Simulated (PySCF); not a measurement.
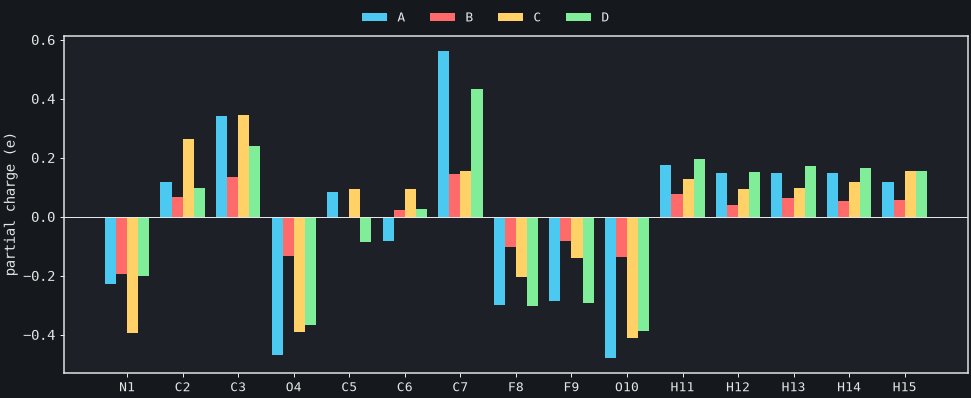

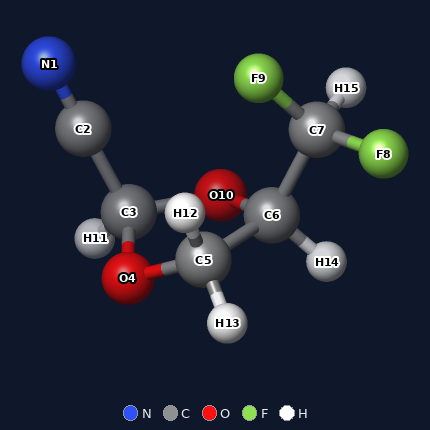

Atomic charges of C₅H₅F₂NO₂, SMILES N#C[C@@H]1OC[C@H](C(F)F)O1 by 4 schemes, PBE0/pcSseg-1, PySCF 2.14.0, at a GFN2-xTB geometry (no frequency check).

The schemes are ESP fit, Hirshfeld, IAO and Mulliken. Which series is which?

A: Mulliken (O10 −0.48 e); B: Hirshfeld (O10 −0.14 e); C: ESP fit (O10 −0.41 e); D: IAO (O10 −0.39 e).

Known limits of this run: the tight-binding geometry is rougher than a DFT one and adds to the error; one conformer of a flexible molecule.
